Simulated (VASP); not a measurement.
Band structure of NiSi2 (fluorite). All values below come from r2SCAN meta-GGA, VASP's PBE PAW potentials (set 64) (plane waves; VASP).

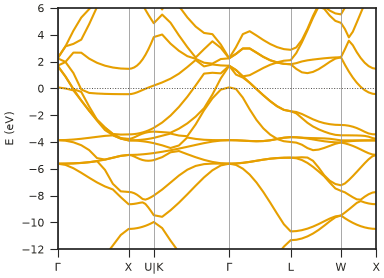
Figure. Bands along high-symmetry lines, zero at the valence-band maximum or, without a gap, the Fermi level

Read the plot: is there a gap, and where are the band edges?

It has no gap at this level: it comes out as a metal or semimetal.

The compound is NiSi2 in the fluorite structure. It was relaxed first. The run is not spin-polarised, so no magnetic state was tried.
